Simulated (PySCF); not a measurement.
C3H12O3SSi2, SMILES CO[Si](OC)(OC)S[SiH3] at its GFN2-xTB optimised geometry (Å):

```
21

Si    -0.8921    -2.4776     0.0000
S     -1.6093    -0.4497     0.0000
Si    -0.9501     0.1552    -1.9295
O     -0.2425     1.6146    -1.8676
C      0.6131     2.1330    -0.8789
O     -0.0013    -1.0973    -2.3394
C      0.6103    -1.3037    -3.5882
O     -2.0977     0.2624    -3.0606
C     -3.1388     1.2041    -3.1281
H      0.5639    -2.4776     0.0000
H     -1.4633    -3.2106    -1.1193
H     -1.4183    -2.9475     1.2748
H      0.6708     3.2106    -1.0308
H      1.6093     1.6948    -0.9695
H      0.2187     1.9194     0.1161
H     -0.1417    -1.3298    -4.3767
H      1.3217    -0.5041    -3.8019
H      1.1324    -2.2589    -3.5404
H     -3.7986     1.1000    -2.2651
H     -2.7347     2.2165    -3.1467
H     -3.6943     1.0080    -4.0447
```

Calculation: PBE0/def2-SVP in PySCF.

Map of the electron localisation function on the plane z = 1.2 Å:

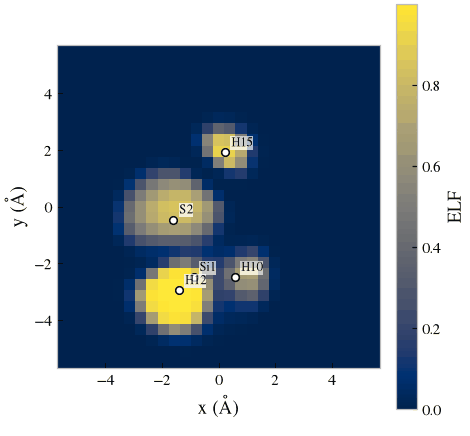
Electron localisation function on the plane z = 1.2 Å.
